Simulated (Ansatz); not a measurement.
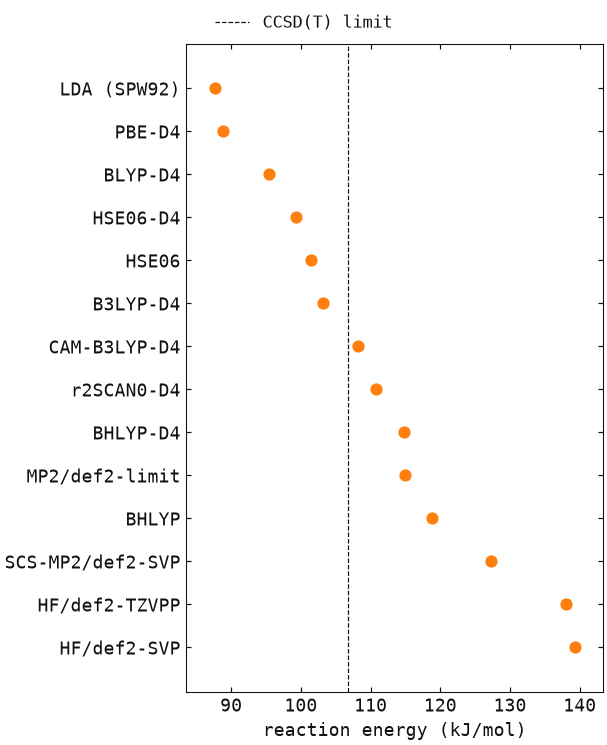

Electronic reaction energy of GaNH₃SCl ([NH2][Ga]([SH])[Cl]) + SiH₃F (F[SiH3]) → GaSiNH₅SF ([NH2][Ga]([SH])[SiH2]F) + HCl (Cl) (SMILES in brackets) at several levels (functionals in def2-TZVPP unless a basis is named), isolated molecules at PBE0-D4 triple-zeta geometries, minima by their frequencies, no zero-point or thermal terms, the Ansatz code. The line is frozen-core CCSD(T) at the basis limit (MP2 extrapolated from triple and quadruple zeta, plus CCSD(T) less MP2 in a smaller set). No dispersion term is added to HSE06 and BHLYP. The distance of SCS-MP2/def2-SVP and HF/def2-SVP to the limit includes basis error.

> What range do the values span, the line included?

From 87.6 kJ/mol (LDA (SPW92)) to 139.3 kJ/mol (HF/def2-SVP).

> Give the values.

```csv
level,kJ/mol,less CCSD(T) limit
LDA (SPW92),87.6,−19.1
PBE-D4,88.9,−17.9
BLYP-D4,95.5,−11.3
HSE06-D4,99.3,−7.4
HSE06,101.4,−5.3
B3LYP-D4,103.1,−3.6
CAM-B3LYP-D4,108.1,1.4
r2SCAN0-D4,110.7,4.0
BHLYP-D4,114.8,8.1
MP2/def2-limit,115.0,8.2
BHLYP,118.8,12.1
SCS-MP2/def2-SVP,127.3,20.6
HF/def2-TZVPP,138.0,31.3
HF/def2-SVP,139.3,32.5
CCSD(T) limit,106.7,0.0
```

Note: no scalar relativity up to krypton; outer-core shells are correlated without core-valence functions, which makes the correlated values less sure; one conformer of each flexible molecule.
